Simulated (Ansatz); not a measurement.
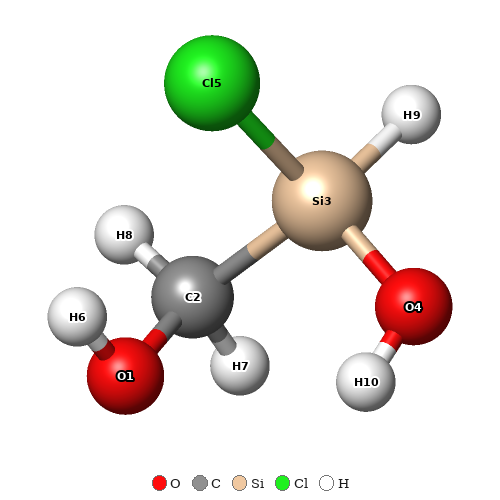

The system is CH5ClO2Si, SMILES OC[SiH](O)Cl; the picture shows the reference structure. First axis: dihedral H6–O1–C2–Si3. Second axis: dihedral O1–C2–Si3–O4. Nothing is relaxed (all other coordinates rigid). Grid: 9 × 9 points. Points are written as (first, second). Energies are in eV, from the relaxed molecule at the same level. Energies and slopes of some neighbouring points disagree (a jump in structure or state, or too coarse a mesh). Computed with RKS CAM-B3LYP-D4/def2-SVP in Ansatz 0.2.0.

Its coordinates:

```xyz
10

O     0.5563    0.6187   -1.4368
C     0.7193    0.7787   -0.0312
Si   -0.4442   -0.4513    0.7839
O    -0.1183   -1.9469    0.1762
Cl   -2.3346    0.1837    0.1728
H    -0.3358    0.9151   -1.6636
H     1.7651    0.5219    0.2025
H     0.5698    1.8241    0.2972
H    -0.4357   -0.5448    2.2565
H     0.1413   -1.9505   -0.7547
```

Range: dihedral H6–O1–C2–Si3 from −180 to 140°; dihedral O1–C2–Si3–O4 from −180 to 140°.

Predict the map.

Answer. The lowest grid point is at (60°, 60°), 0.006 eV from the relaxed molecule at the same level. Other grid points that lie below all their neighbours: (−180°, 20°) (0.102 eV higher); (−180°, −60°) (0.169 eV higher); (−60°, −180°) (0.176 eV higher). The highest grid point, (−20°, 20°), lies 0.537 eV above the lowest.

```tsv
dihedral O1–C2–Si3–O4 ↓, dihedral H6–O1–C2–Si3 →	−180	−140	−100	−60	−20	20	60	100	140
140	0.329	0.387	0.398	0.309	0.326	0.384	0.369	0.381	0.362
100	0.343	0.398	0.470	0.459	0.416	0.307	0.254	0.350	0.384
60	0.140	0.183	0.274	0.366	0.408	0.200	0.006	0.083	0.156
20	0.108	0.148	0.190	0.268	0.543	0.505	0.204	0.120	0.122
−20	0.178	0.219	0.257	0.261	0.311	0.403	0.372	0.302	0.241
−60	0.175	0.201	0.242	0.270	0.355	0.278	0.183	0.223	0.226
−100	0.258	0.300	0.341	0.361	0.439	0.430	0.311	0.302	0.297
−140	0.288	0.310	0.350	0.386	0.488	0.444	0.336	0.343	0.344
−180	0.219	0.237	0.225	0.182	0.314	0.376	0.266	0.256	0.255
```

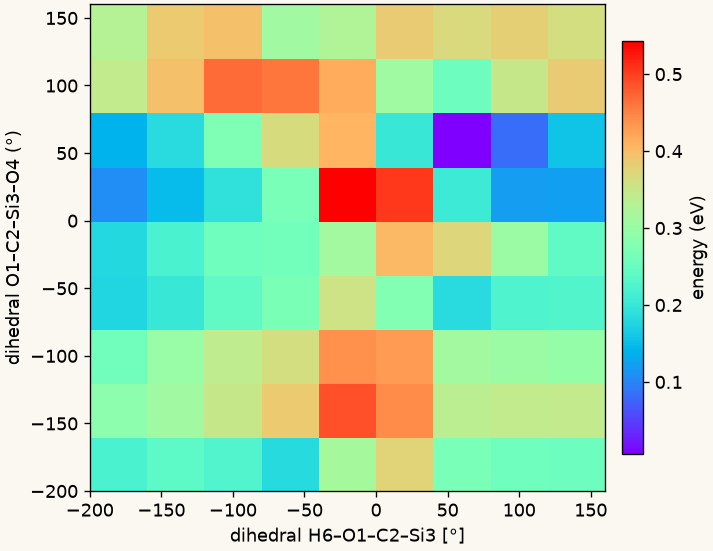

The picture shows one coloured cell a grid point.

The whole map (81 points run) took 8.8 min on 1 thread of Arm Neoverse V2 (shared host).
